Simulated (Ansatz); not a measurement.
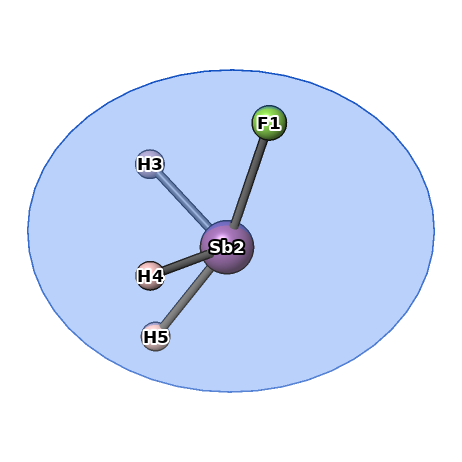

A disc through the centre of mass is drawn in. Atoms fade into the background with distance from the viewer. State: charge −1, singlet. The geometry was computed by an optimisation with PBE-D4/def2-SVPD. No frequency run is at hand to confirm it as a minimum.

Is the plane of the disc a mirror plane of the structure?

Yes. The reflection leaves F1, Sb2, H5 in place and moves H3 ↔ H4. The point group is Cs.
